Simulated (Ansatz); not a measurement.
Molecular dynamics, with input and output: CH5FGe (part 4 of 4)

CH5FGe; RKS B3LYP/def2-SVP (Ansatz 0.2.0). It belongs to a series of runs on one base structure; here: dynamics from the last frame of an earlier run.

Geometry of the input (Å):
```
Ge 0.0006  0.0403  -0.0555
F  -0.0163  -0.3612  1.6766
C  1.9254  -0.0415  -0.6397
H  2.3936  -0.8744  -0.1012
H  1.8290  -0.1784  -1.7088
H  2.4976  0.9154  -0.5970
H  -0.9379  1.2964  0.0672
H  -0.7379  -0.8736  -1.0664
```

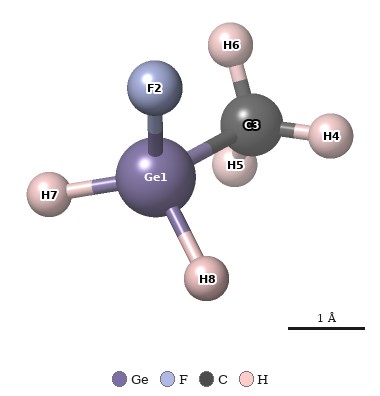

Figure 1. The geometry at step 85 of the log (ball-and-stick view, seen at a tilt; atoms are numbered from 1 in the order of the input).

**Trajectory as extended XYZ, continued**
```
8
Properties=species:S:1:pos:R:3:forces:R:3 step=69 time_fs=69.0 energy=-60345.50563 temperature=331.5
Ge    0.0075    0.0362   -0.0558   -1.2795  -0.9415  -0.3060
F     0.0109   -0.3538    1.6347    0.1521   0.4817   0.9425
C     1.8443   -0.0046   -0.5980    1.3879  -0.2842  -1.8479
H     2.1285   -1.0949   -0.5325    0.0598   0.8637  -0.2952
H     2.0146    0.4006   -1.6729   -0.5102  -0.9159   1.3198
H     2.5970    0.5729   -0.0283   -0.5399  -0.0801   0.4276
H    -0.7759    1.2880   -0.4479    0.0172   0.4861   0.2704
H    -0.9683   -1.1675   -0.4118    0.7126   0.3901  -0.5112
8
Properties=species:S:1:pos:R:3:forces:R:3 step=70 time_fs=70.0 energy=-60345.49027 temperature=310.8
Ge    0.0084    0.0372   -0.0564   -1.2198  -0.9527  -0.1575
F     0.0112   -0.3550    1.6364    0.1442   0.5377   0.9023
C     1.8413   -0.0106   -0.5946    0.9401   0.2096  -2.2575
H     2.1386   -1.0754   -0.5471    0.1535   0.2339  -0.2653
H     2.0037    0.4238   -1.6603   -0.5101  -1.0155   1.2592
H     2.5801    0.5656   -0.0411   -0.1246   0.2330   0.8214
H    -0.7955    1.2645   -0.4713    0.0386   0.5952   0.2828
H    -0.9604   -1.1524   -0.4004    0.5780   0.1588  -0.5855
8
Properties=species:S:1:pos:R:3:forces:R:3 step=72 time_fs=72.0 energy=-60345.48233 temperature=300.0
Ge    0.0096    0.0387   -0.0578   -1.0098  -0.7007   0.1227
F     0.0118   -0.3566    1.6412    0.1135   0.6308   0.7645
C     1.8372   -0.0217   -0.5931    0.0927   1.1027  -1.6741
H     2.1646   -1.0369   -0.5836    0.4162  -1.1253  -0.1869
H     1.9680    0.4417   -1.6028   -0.3000  -0.6500   0.1344
H     2.5461    0.5600   -0.0403    0.3366   0.5473   1.2100
H    -0.8329    1.2347   -0.5098    0.1838   0.6114   0.3552
H    -0.9297   -1.1202   -0.3951    0.1670  -0.4162  -0.7259
8
Properties=species:S:1:pos:R:3:forces:R:3 step=73 time_fs=73.0 energy=-60345.48388 temperature=301.3
Ge    0.0100    0.0393   -0.0584   -0.9277  -0.5343   0.2438
F     0.0123   -0.3569    1.6442    0.0904   0.6651   0.6626
C     1.8353   -0.0260   -0.5946    0.1195   1.0705  -0.5811
H     2.1829   -1.0309   -0.6046    0.4052  -1.2502  -0.1415
H     1.9452    0.4400   -1.5686   -0.1182  -0.1741  -0.8395
H     2.5333    0.5648   -0.0229    0.1830   0.3595   1.0170
H    -0.8494    1.2288   -0.5241    0.2911   0.5382   0.4102
H    -0.9109   -1.1087   -0.4025   -0.0434  -0.6746  -0.7715
8
Properties=species:S:1:pos:R:3:forces:R:3 step=74 time_fs=74.0 energy=-60345.48322 temperature=301.4
Ge    0.0103    0.0398   -0.0591   -0.9119  -0.4341   0.3390
F     0.0127   -0.3569    1.6476    0.0622   0.6895   0.5393
C     1.8336   -0.0295   -0.5966    0.4864   0.6248   0.6498
H     2.2052   -1.0369   -0.6271    0.2172  -0.8415  -0.0747
H     1.9212    0.4366   -1.5424    0.0601   0.3449  -1.7495
H     2.5223    0.5730    0.0042   -0.1214   0.0151   0.6085
H    -0.8631    1.2280   -0.5345    0.4006   0.4354   0.4680
H    -0.8925   -1.1036   -0.4174   -0.1931  -0.8341  -0.7804
8
Properties=species:S:1:pos:R:3:forces:R:3 step=75 time_fs=75.0 energy=-60345.49284 temperature=315.3
Ge    0.0104    0.0403   -0.0596   -0.9827  -0.4597   0.3930
F     0.0132   -0.3566    1.6512    0.0294   0.7033   0.3991
C     1.8322   -0.0325   -0.5981    1.0060   0.1414   1.3628
H     2.2296   -1.0510   -0.6502   -0.0823  -0.1527   0.0192
H     1.8979    0.4365   -1.5330    0.1843   0.6268  -2.0787
H     2.5102    0.5814    0.0371   -0.4069  -0.3360   0.1215
H    -0.8730    1.2313   -0.5405    0.4961   0.3224   0.5198
H    -0.8760   -1.1065   -0.4397   -0.2439  -0.8455  -0.7368
8
Properties=species:S:1:pos:R:3:forces:R:3 step=76 time_fs=76.0 energy=-60345.52674 temperature=356.8
Ge    0.0104    0.0407   -0.0602   -1.1253  -0.6309   0.3936
F     0.0138   -0.3558    1.6550   -0.0064   0.7065   0.2484
C     1.8317   -0.0354   -0.5984    1.4428  -0.0097   1.1771
H     2.2531   -1.0665   -0.6732   -0.3797   0.4978   0.1285
H     1.8763    0.4424   -1.5435    0.2547   0.5009  -1.5589
H     2.4941    0.5866    0.0712   -0.5603  -0.5824  -0.3141
H    -0.8782    1.2378   -0.5414    0.5646   0.2158   0.5586
H    -0.8618   -1.1175   -0.4690   -0.1904  -0.6980  -0.6331
8
Properties=species:S:1:pos:R:3:forces:R:3 step=77 time_fs=77.0 energy=-60345.56141 temperature=399.4
Ge    0.0103    0.0410   -0.0606   -1.2921  -0.9211   0.3395
F     0.0143   -0.3548    1.6589   -0.0426   0.6998   0.0943
C     1.8323   -0.0383   -0.5978    1.6241   0.1615   0.3604
H     2.2731   -1.0773   -0.6949   -0.5933   0.9235   0.2335
H     1.8571    0.4532   -1.5689    0.3130   0.1101  -0.5164
H     2.4727    0.5862    0.1023   -0.5436  -0.6757  -0.6145
H    -0.8779    1.2463   -0.5370    0.5976   0.1289   0.5790
H    -0.8494   -1.1352   -0.5044   -0.0632  -0.4270  -0.4758
8
Properties=species:S:1:pos:R:3:forces:R:3 step=78 time_fs=78.0 energy=-60345.57178 temperature=413.7
Ge    0.0100    0.0412   -0.0611   -1.4247  -1.2758   0.2453
F     0.0148   -0.3533    1.6629   -0.0762   0.6843  -0.0570
C     1.8342   -0.0410   -0.5970    1.4907   0.4419  -0.5746
H     2.2873   -1.0792   -0.7145   -0.6866   1.0621   0.3152
H     1.8409    0.4649   -1.5992    0.3813  -0.2810   0.5134
H     2.4461    0.5793    0.1276   -0.3639  -0.6070  -0.7367
H    -0.8719    1.2560   -0.5271    0.5906   0.0716   0.5781
H    -0.8376   -1.1569   -0.5444    0.0888  -0.0962  -0.2836
8
Properties=species:S:1:pos:R:3:forces:R:3 step=80 time_fs=80.0 energy=-60345.55871 temperature=398.8
Ge    0.0089    0.0411   -0.0618   -1.4359  -1.9713   0.0389
F     0.0156   -0.3494    1.6707   -0.1309   0.6305  -0.3330
C     1.8413   -0.0453   -0.5972    0.4282   0.9593  -1.8257
H     2.2965   -1.0540   -0.7440   -0.4758   0.4603   0.3523
H     1.8202    0.4780   -1.6383    0.5106  -0.5898   1.5726
H     2.3854    0.5502    0.1575    0.3363  -0.0651  -0.4271
H    -0.8435    1.2774   -0.4908    0.4606   0.0660   0.5095
H    -0.8102   -1.2001   -0.6306    0.3069   0.5101   0.1125
8
Properties=species:S:1:pos:R:3:forces:R:3 step=81 time_fs=81.0 energy=-60345.55748 temperature=397.2
Ge    0.0080    0.0407   -0.0622   -1.3005  -2.2422  -0.0289
F     0.0160   -0.3470    1.6744   -0.1515   0.5927  -0.4531
C     1.8456   -0.0463   -0.5993   -0.2985   1.2244  -1.9869
H     2.2934   -1.0327   -0.7537   -0.2000  -0.2038   0.2994
H     1.8169    0.4765   -1.6369    0.5481  -0.4849   1.5444
H     2.3580    0.5331    0.1652    0.7157   0.2822  -0.1019
H    -0.8222    1.2889   -0.4652    0.3505   0.1151   0.4470
H    -0.7926   -1.2157   -0.6730    0.3361   0.7165   0.2799
8
Properties=species:S:1:pos:R:3:forces:R:3 step=82 time_fs=82.0 energy=-60345.56177 temperature=402.9
Ge    0.0069    0.0399   -0.0626   -1.0927  -2.4279  -0.0583
F     0.0162   -0.3442    1.6779   -0.1680   0.5470  -0.5599
C     1.8497   -0.0464   -0.6030   -0.9137   1.4380  -1.6872
H     2.2884   -1.0134   -0.7605    0.0988  -0.9061   0.2257
H     1.8188    0.4702   -1.6207    0.5591  -0.2067   1.1353
H     2.3375    0.5188    0.1719    0.9807   0.5297   0.1586
H    -0.7976    1.3016   -0.4352    0.2264   0.1849   0.3736
H    -0.7717   -1.2244   -0.7127    0.3093   0.8411   0.4122
8
Properties=species:S:1:pos:R:3:forces:R:3 step=83 time_fs=83.0 energy=-60345.57332 temperature=417.1
Ge    0.0057    0.0389   -0.0630   -0.8388  -2.5005  -0.0495
F     0.0164   -0.3412    1.6810   -0.1803   0.4927  -0.6534
C     1.8530   -0.0453   -0.6081   -1.2037   1.3859  -0.8175
H     2.2844   -1.0027   -0.7652    0.2857  -1.3424   0.1794
H     1.8261    0.4620   -1.5936    0.5447   0.2503   0.3304
H     2.3264    0.5095    0.1801    1.0559   0.5777   0.2098
H    -0.7708    1.3160   -0.4017    0.1047   0.2549   0.2976
H    -0.7478   -1.2251   -0.7484    0.2318   0.8815   0.5031
8
Properties=species:S:1:pos:R:3:forces:R:3 step=84 time_fs=84.0 energy=-60345.58645 temperature=433.4
Ge    0.0044    0.0375   -0.0634   -0.5640  -2.4281  -0.0060
F     0.0165   -0.3380    1.6839   -0.1886   0.4292  -0.7328
C     1.8554   -0.0432   -0.6138   -1.0818   0.8799   0.5041
H     2.2831   -1.0049   -0.7681    0.2574  -1.2669   0.1922
H     1.8386    0.4562   -1.5634    0.5196   0.8264  -0.7540
H     2.3253    0.5058    0.1904    0.9456   0.4239   0.0230
H    -0.7431    1.3328   -0.3654    0.0024   0.2984   0.2267
H    -0.7217   -1.2174   -0.7794    0.1095   0.8372   0.5468
8
Properties=species:S:1:pos:R:3:forces:R:3 step=85 time_fs=85.0 energy=-60345.59887 temperature=451.6
Ge    0.0031    0.0357   -0.0637   -0.2861  -2.1842   0.0711
F     0.0165   -0.3345    1.6863   -0.1933   0.3566  -0.7973
C     1.8569   -0.0403   -0.6192   -0.6742   0.0986   1.7566
H     2.2842   -1.0192   -0.7692    0.0437  -0.7229   0.2411
H     1.8560    0.4583   -1.5404    0.5058   1.2922  -1.6808
H     2.3334    0.5061    0.2008    0.7235   0.1613  -0.2927
H    -0.7153    1.3525   -0.3268   -0.0675   0.2903   0.1650
H    -0.6946   -1.2016   -0.8051   -0.0519   0.7081   0.5369
8
Properties=species:S:1:pos:R:3:forces:R:3 step=86 time_fs=86.0 energy=-60345.63309 temperature=495.8
Ge    0.0016    0.0337   -0.0641   -0.0135  -1.7600   0.1872
F     0.0164   -0.3308    1.6884   -0.1957   0.2759  -0.8456
C     1.8579   -0.0373   -0.6231   -0.1908  -0.4384   2.2292
H     2.2858   -1.0404   -0.7680   -0.2231   0.0008   0.2744
H     1.8784    0.4728   -1.5335    0.4925   1.3079  -1.8379
H     2.3483    0.5079    0.2085    0.4769  -0.0993  -0.5864
H    -0.6881    1.3750   -0.2867   -0.1000   0.2166   0.1116
H    -0.6680   -1.1790   -0.8257   -0.2463   0.4966   0.4675
8
Properties=species:S:1:pos:R:3:forces:R:3 step=88 time_fs=88.0 energy=-60345.70744 temperature=585.5
Ge   -0.0012    0.0291   -0.0648    0.5110  -0.4861   0.5533
F     0.0158   -0.3231    1.6912   -0.1965   0.0966  -0.8928
C     1.8597   -0.0324   -0.6259    0.5933  -0.0327   0.7682
H     2.2806   -1.0768   -0.7578   -0.5157   0.9962   0.1989
H     1.9364    0.5342   -1.5654    0.2631   0.0072  -0.0226
H     2.3898    0.5070    0.2053    0.1156  -0.3729  -0.7733
H    -0.6367    1.4249   -0.2038   -0.0832  -0.0978   0.0056
H    -0.6239   -1.1224   -0.8546   -0.6877  -0.1105   0.1626
8
Properties=species:S:1:pos:R:3:forces:R:3 step=89 time_fs=89.0 energy=-60345.67839 temperature=551.1
Ge   -0.0025    0.0266   -0.0650    0.7545   0.2204   0.7747
F     0.0154   -0.3192    1.6919   -0.1949   0.0015  -0.8937
C     1.8612   -0.0301   -0.6261    0.7893   0.4456  -0.1229
H     2.2710   -1.0825   -0.7496   -0.4874   1.0775   0.0963
H     1.9700    0.5688   -1.5869    0.0506  -0.6790   0.8639
H     2.4130    0.5016    0.1927    0.0393  -0.3558  -0.6337
H    -0.6123    1.4493   -0.1620   -0.0638  -0.2874  -0.0583
H    -0.6107   -1.0941   -0.8659   -0.8878  -0.4227  -0.0263
8
Properties=species:S:1:pos:R:3:forces:R:3 step=90 time_fs=90.0 energy=-60345.63075 temperature=492.7
Ge   -0.0037    0.0242   -0.0652    0.9630   0.8377   0.9649
F     0.0149   -0.3152    1.6922   -0.1920  -0.0949  -0.8807
C     1.8633   -0.0275   -0.6263    0.7954   0.8827  -0.7386
H     2.2568   -1.0779   -0.7404   -0.3543   0.8659  -0.0353
H     2.0041    0.5968   -1.6001   -0.1644  -1.1326   1.3601
H     2.4365    0.4928    0.1740    0.0347  -0.2504  -0.3629
H    -0.5884    1.4709   -0.1207   -0.0563  -0.4573  -0.1319
H    -0.6059   -1.0699   -0.8775   -1.0261  -0.6510  -0.1755
8
Properties=species:S:1:pos:R:3:forces:R:3 step=91 time_fs=91.0 energy=-60345.60058 temperature=454.6
Ge   -0.0048    0.0219   -0.0652    1.1102   1.2735   1.0687
F     0.0143   -0.3113    1.6921   -0.1878  -0.1913  -0.8545
C     1.8660   -0.0242   -0.6271    0.6180   1.2639  -1.0548
H     2.2391   -1.0650   -0.7316   -0.1412   0.3946  -0.1816
H     2.0366    0.6140   -1.6003   -0.3467  -1.3358   1.4734
H     2.4604    0.4816    0.1519    0.0832  -0.0911  -0.0083
H    -0.5652    1.4882   -0.0807   -0.0690  -0.5819  -0.2126
H    -0.6110   -1.0519   -0.8907   -1.0667  -0.7320  -0.2303
8
Properties=species:S:1:pos:R:3:forces:R:3 step=92 time_fs=92.0 energy=-60345.59841 temperature=450.7
Ge   -0.0057    0.0197   -0.0650    1.1787   1.4859   1.0532
F     0.0136   -0.3075    1.6915   -0.1818  -0.2860  -0.8155
C     1.8693   -0.0199   -0.6287    0.3261   1.5440  -1.0447
H     2.2202   -1.0484   -0.7245    0.1043  -0.2304  -0.3209
H     2.0658    0.6184   -1.5863   -0.4706  -1.2910   1.2331
H     2.4850    0.4695    0.1297    0.1406   0.0666   0.3529
H    -0.5425    1.4999   -0.0428   -0.1047  -0.6447  -0.2952
H    -0.6263   -1.0409   -0.9061   -0.9926  -0.6445  -0.1630
8
Properties=species:S:1:pos:R:3:forces:R:3 step=93 time_fs=93.0 energy=-60345.61058 temperature=464.0
Ge   -0.0065    0.0178   -0.0648    1.1713   1.4961   0.9256
F     0.0128   -0.3038    1.6904   -0.1727  -0.3779  -0.7643
C     1.8728   -0.0143   -0.6312    0.0354   1.5518  -0.6306
H     2.2022   -1.0339   -0.7205    0.3066  -0.7921  -0.4241
H     2.0904    0.6104   -1.5606   -0.5052  -0.9776   0.6293
H     2.5110    0.4580    0.1108    0.1430   0.1606   0.6274
H    -0.5209    1.5054   -0.0076   -0.1621  -0.6377  -0.3737
H    -0.6511   -1.0360   -0.9231   -0.8162  -0.4231   0.0104
8
Properties=species:S:1:pos:R:3:forces:R:3 step=94 time_fs=94.0 energy=-60345.60892 temperature=459.3
Ge   -0.0071    0.0160   -0.0644    1.1090   1.3665   0.7250
F     0.0119   -0.3004    1.6890   -0.1593  -0.4658  -0.7016
C     1.8764   -0.0075   -0.6342   -0.1551   1.0534   0.2421
H     2.1871   -1.0270   -0.7206    0.3917  -1.0277  -0.4653
H     2.1103    0.5931   -1.5289   -0.4154  -0.3831  -0.3422
H     2.5384    0.4481    0.0980    0.0388   0.1549   0.7443
H    -0.5008    1.5048    0.0239   -0.2364  -0.5607  -0.4425
H    -0.6837   -1.0352   -0.9400   -0.5732  -0.1375   0.2401
8
Properties=species:S:1:pos:R:3:forces:R:3 step=95 time_fs=95.0 energy=-60345.56756 temperature=407.2
Ge   -0.0076    0.0144   -0.0639    1.0193   1.1654   0.4981
F     0.0110   -0.2971    1.6873   -0.1412  -0.5484  -0.6275
C     1.8798    0.0002   -0.6370   -0.2139   0.0375   1.4149
H     2.1758   -1.0300   -0.7251    0.3446  -0.8200  -0.4381
H     2.1261    0.5721   -1.5004   -0.2089   0.3781  -1.5115
H     2.5662    0.4397    0.0922   -0.1729   0.0650   0.6911
H    -0.4830    1.4989    0.0512   -0.3208  -0.4203  -0.4972
H    -0.7218   -1.0358   -0.9546   -0.3062   0.1426   0.4702
8
Properties=species:S:1:pos:R:3:forces:R:3 step=97 time_fs=97.0 energy=-60345.48476 temperature=306.1
Ge   -0.0082    0.0117   -0.0627    0.8370   0.7456   0.1008
F     0.0089   -0.2915    1.6828   -0.0968  -0.6913  -0.4444
C     1.8862    0.0148   -0.6385    0.2013  -1.6239   2.3247
H     2.1619   -1.0545   -0.7459    0.0981   0.2602  -0.2512
H     2.1537    0.5465   -1.4949   -0.0490   0.9500  -2.2461
H     2.6141    0.4236    0.0990   -0.6759  -0.1475   0.2897
H    -0.4575    1.4768    0.0912   -0.4842  -0.0155  -0.5588
H    -0.8043   -1.0306   -0.9685    0.1695   0.5224   0.7853
8
Properties=species:S:1:pos:R:3:forces:R:3 step=98 time_fs=98.0 energy=-60345.50556 temperature=327.9
Ge   -0.0083    0.0105   -0.0621    0.7657   0.5996  -0.0347
F     0.0077   -0.2893    1.6803   -0.0741  -0.7478  -0.3370
C     1.8895    0.0203   -0.6365    0.6335  -1.5990   1.3848
H     2.1570   -1.0658   -0.7604    0.0163   0.6881  -0.1385
H     2.1669    0.5473   -1.5249   -0.3140   0.4511  -1.2360
H     2.6296    0.4138    0.1075   -0.8241  -0.1798   0.0890
H    -0.4513    1.4644    0.1033   -0.5436   0.1950  -0.5686
H    -0.8442   -1.0212   -0.9648    0.3404   0.5928   0.8411
8
Properties=species:S:1:pos:R:3:forces:R:3 step=99 time_fs=99.0 energy=-60345.51397 temperature=338.3
Ge   -0.0083    0.0094   -0.0615    0.7182   0.5428  -0.1195
F     0.0065   -0.2874    1.6775   -0.0521  -0.7919  -0.2235
C     1.8934    0.0246   -0.6333    0.9304  -1.3216   0.1220
H     2.1522   -1.0704   -0.7763   -0.0110   0.8971  -0.0376
H     2.1771    0.5525   -1.5667   -0.6187  -0.1309   0.0365
H     2.6371    0.4024    0.1170   -0.8451  -0.1418  -0.0355
H    -0.4502    1.4540    0.1100   -0.5747   0.3642  -0.5693
H    -0.8808   -1.0061   -0.9530    0.4531   0.5822   0.8269
8
Properties=species:S:1:pos:R:3:forces:R:3 step=100 time_fs=100.0 energy=-60345.49882 temperature=321.7
Ge   -0.0082    0.0084   -0.0609    0.7014   0.6046  -0.1499
F     0.0053   -0.2859    1.6746   -0.0306  -0.8215  -0.1086
C     1.8979    0.0278   -0.6300    0.9247  -1.0453  -0.9634
H     2.1473   -1.0665   -0.7925    0.0140   0.8670   0.0390
H     2.1813    0.5564   -1.6082   -0.8091  -0.5174   1.0582
H     2.6366    0.3896    0.1261   -0.7315  -0.0401  -0.0564
H    -0.4547    1.4470    0.1112   -0.5687   0.4594  -0.5645
H    -0.9131   -0.9855   -0.9333    0.4998   0.4932   0.7455
```

**Key numbers**

| quantity | value |
| --- | --- |
| outcome | finished |
| mean temperature over the second half | 426 K |
| trajectory | 100 steps, 100 fs |
| ensemble | nve |
| temperature in the input | 300.0 K |
| time step | 1.0 fs |
| potential energy (last step) | −60345.4990 eV |
| mean-field energy (last step) | −60345.4990 eV |
| largest force (length of the vector) (last step) | 1.696 eV/Å |
| wall time | 6.4 min |
| peak memory | 0.18 GiB |

**Remarks**

So short a trajectory is not equilibrated.
